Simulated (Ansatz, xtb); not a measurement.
**Ligand exchange: NaCl + GaF → NaF + GaCl**

Species: NaCl, singlet; GaF, singlet; NaF, singlet; GaCl, singlet. The partners trade Cl for F: Na–Cl and Ga–F bonds give way to Na–F and Ga–Cl.

Shapes, held fixed at every level: PBE0-D4/def2-TZVP. Programs: Ansatz 0.2.0, xtb 6.7.1. The zero-point and thermal change to 298 K, harmonic and unscaled (PBE0-D4/def2-TZVP), is -0.3 kJ/mol.

```csv
level,kind,ΔH(298 K) (kJ/mol),less CCSD(T)/def2-TZVPP
GFN0-xTB,semi-empirical,-176.2,-233.1
HF/def2-SVP,Hartree–Fock,+76.0,+19.1
r2SCAN-D4/def2-TZVPP,meta-GGA,+56.3,-0.6
wB97M-V/def2-TZVPP,range-separated hybrid,+57.2,+0.3
B2PLYP/def2-TZVPP,double hybrid,+54.9,-2.0
MP2/def2-TZVPP,perturbation theory,+54.4,-2.5
CCSD/def2-SVP,coupled cluster or CI,+61.7,+4.8
CCSD/def2-TZVPP,coupled cluster or CI,+58.1,+1.2
CCSD(T)/def2-TZVPP,coupled cluster or CI,+56.9,0.0
```

The highest level, CCSD(T)/def2-TZVPP, gives ΔH(298 K) = +56.9 kJ/mol; the levels span -176.2 to +76.0. They disagree on the sign: 8 of 9 are positive. GFN0-xTB strays far from the other rows. The column of differences is taken from that level and isn't an error. No measured value is set beside it here. Relativity is left out for Ga. Outer-core shells of Ga, Na are correlated in most correlated rows, in sets that cover them unevenly.

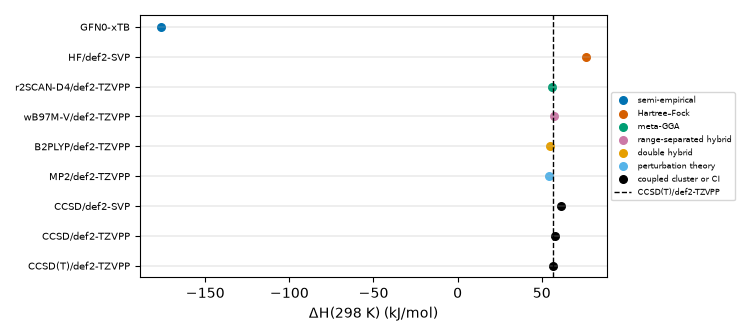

The values of the table, level by level.
